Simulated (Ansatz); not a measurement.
# MP2/def2-SVP run of CH4GeO2 (SMILES O=C[O][GeH3])

What is the energy change on altering one bond length of CH4GeO2 at MP2/def2-SVP? 

The calculation is run with Ansatz 0.2.0.

53 further runs of the same task are left out: 53 set aside as unsound or not needed. Runs told in other sessions of the task aren't counted.

### 1 The molecule

CH4GeO2 has 8 atoms, charge 0, and is taken as a singlet. SMILES: `O=C[O][GeH3]`. The coordinates come from a PBE0-D4/def2-TZVP relaxation. This is one conformer, not always the lowest.

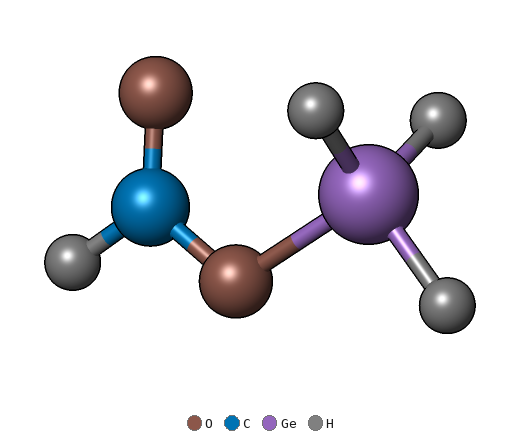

The structure, seen from a chosen angle (oxygen brown, carbon blue, germanium purple, hydrogen grey).

### 2 The energy at MP2/def2-SVP

job.yaml

```yaml
crystal:
  periodic: [false, false, false]
  atoms:
    - {symbol: O, position_ang: [1.249800, -0.737800, 1.111600]}
    - {symbol: C, position_ang: [1.395900, 0.277800, 0.484100]}
    - {symbol: O, position_ang: [0.493200, 0.797800, -0.322800]}
    - {symbol: Ge, position_ang: [-1.061900, -0.180000, -0.421000]}
    - {symbol: H, position_ang: [2.310300, 0.889700, 0.516800]}
    - {symbol: H, position_ang: [-1.700900, -0.218500, 0.966900]}
    - {symbol: H, position_ang: [-0.732900, -1.562300, -0.983900]}
    - {symbol: H, position_ang: [-1.861500, 0.676100, -1.407500]}
basis:
  gaussian: {orbitals: def2-SVP}
correlation: {method: mp2, frozen_orbitals: {C: 1, Ge: 9, H: 0, O: 1}}
accuracy: high
```

On the command line:

```
$ ansatz run job.yaml --threads 1 --pin off --max-ram 2610MiB --events-out events.jsonl --progress --plain --runs-dir runs
```

Standard output:

```text
Warning: RAYON_NUM_THREADS=1 ignored (pool sized by the plan → 1); use --threads N
Functional definition: HF
  name "HF"
  exchange = exact_x
  correlation = 0
2075 factors; integrals over basis functions are off by at most 4.6e-9 eV
mean field evaluation 1: about -61627.7818 eV, gradient 3.9e1 eV
mean field evaluation 2: about -61627.8640 eV, gradient 3.9e1 eV
mean field evaluation 4: about -61631.0510 eV, gradient 3.2e0 eV
mean field evaluation 8: about -61631.0982 eV, gradient 3.9e-1 eV
mean field -61631.09963241 eV, -2264.9011364312 hartree, gradient 6.4e-8 eV, S^2 0.000000; 0 other end points of the search recorded, 0 dependent functions left out
12 core orbitals not correlated: weight in the atoms' cores, before any rotation towards them, 1.000 or more for the frozen orbitals, at most 0.000 for the correlated occupied ones
reference -61631.09963241 eV, -2264.9011364312 hartree; 17, 17 occupied and 65, 65 virtual orbitals, 2075 factors
second order -19.76596164 eV of doubles, -0.00000000 eV of singles
Total energy: -61650.86559405 eV, -2265.6275221237 hartree
```

Wall time 7.2 s (1 thread of Arm Neoverse V2, shared host); peak memory 0.29 GiB.

### 3 The distorted shape at the same level

in.yaml

```yaml
basis:
  gaussian: {orbitals: def2-SVP}
crystal:
  periodic: [false, false, false]
  atoms:
    - {symbol: O, position_ang: [2.493920, 0.044465, 1.190163]}
    - {symbol: C, position_ang: [2.640020, 1.060065, 0.562663]}
    - {symbol: O, position_ang: [1.737320, 1.580065, -0.244237]}
    - {symbol: Ge, position_ang: [-1.061900, -0.180000, -0.421000]}
    - {symbol: H, position_ang: [3.554420, 1.671965, 0.595363]}
    - {symbol: H, position_ang: [-1.700900, -0.218500, 0.966900]}
    - {symbol: H, position_ang: [-0.732900, -1.562300, -0.983900]}
    - {symbol: H, position_ang: [-1.861500, 0.676100, -1.407500]}
correlation: {method: mp2, frozen_orbitals: {C: 1, Ge: 9, H: 0, O: 1}}
accuracy: high
```

On the command line:

```
$ ansatz run in.yaml --threads 1 --pin off --max-ram 2610MiB --events-out events.jsonl --progress --plain --runs-dir runs
```

Standard output (excerpt; [...] marks lines left out):

```text
Warning: RAYON_NUM_THREADS=1 ignored (pool sized by the plan → 1); use --threads N
[... 2 set-up lines as earlier in the session ...]
[...]
1982 factors; integrals over basis functions are off by at most 2.4e-8 eV
[...]
mean field -61626.55278045 eV, -2264.7340427037 hartree, gradient 2.0e-8 eV, S^2 0.000000; 0 other end points of the search recorded, 0 dependent functions left out; unrestricted orbitals would lower it
[...]
unrestricted determinant -61627.92372885 eV, -2264.7844241284 hartree, S^2 0.9593
12 core orbitals not correlated: weight in the atoms' cores, before any rotation towards them, 1.000 or more for the frozen orbitals, at most 0.000 for the correlated occupied ones
reference -61626.55278045 eV, -2264.7340427037 hartree; 17, 17 occupied and 65, 65 virtual orbitals, 1982 factors
second order -20.01206653 eV of doubles, -0.00000000 eV of singles
Total energy: -61646.56484698 eV, -2265.4694725840 hartree
```

Wall time 6.9 s (1 thread of Arm Neoverse V2, shared host); peak memory 0.36 GiB.

### 4 What came out

At MP2/def2-SVP, 12 core orbitals frozen:

```
                                                          quantity           value
                                         first shape: total energy  -2265.62752 Eh
         first shape: correlation energy (12 core orbitals frozen)      -726.4 mEh
                                     distorted shape: total energy  -2265.46947 Eh
     distorted shape: correlation energy (12 core orbitals frozen)      -735.4 mEh
energy change with the O3–Ge4 bond stretched from 1.840 to 3.311 Å        4.301 eV
```

In words: One bond (distorted shape) is far stretched, which a spin-restricted single reference describes badly; perturbation theory on it can break down and give far too much correlation. With the O3–Ge4 bond stretched from 1.840 to 3.311 Å the energy rises by 4.30 eV (99 kcal/mol). The first shape isn't relaxed at this level, so the change isn't measured from a minimum. A restricted reference can't describe the breaking bond well at this length. The restricted solution (distorted shape) is unstable to spin breaking: an unrestricted one lies lower.
